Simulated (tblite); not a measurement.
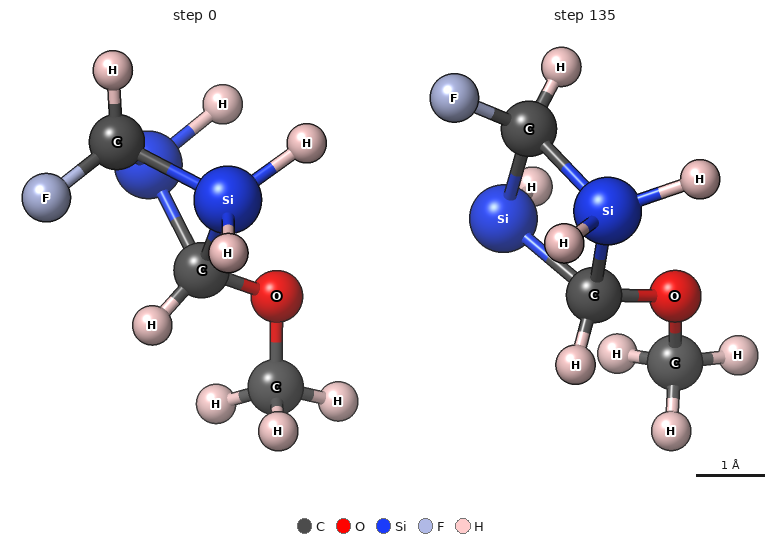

The structure of C$_{3}$H$_{8}$FOSi$_{2}$ (multiplicity 2) before (left) and after (right) a relaxation, at one scale.

Style: ball-and-stick. Shown from a free direction.

Method: tblite, GFN2-xTB geometry optimisation, gas phase. 

Summarise the run.

Answer. The atom that moves furthest after the best rigid fit is an H atom (1.81 Å). Largest moves by element: H 1.81 Å, F 1.50 Å, Si 0.97 Å, C 0.57 Å, O 0.41 Å. Some distances before and after: C–Si 1.857 → 1.954 Å, C–Si 1.891 → 1.936 Å, C–O 1.381 → 1.426 Å, C–H 1.114 → 1.089 Å. Bond angles that change, for instance: F–C–H 116.7° → 104.5°, Si–C–Si 85.0° → 92.5°, F–C–Si 108.3° → 114.5°. Groups turn about C–O by about 45°. The energy falls by 18.7 kcal/mol in 135 geometry steps. Cost: 0.82 s on 1 thread of Arm Neoverse V2, with other jobs on the host.
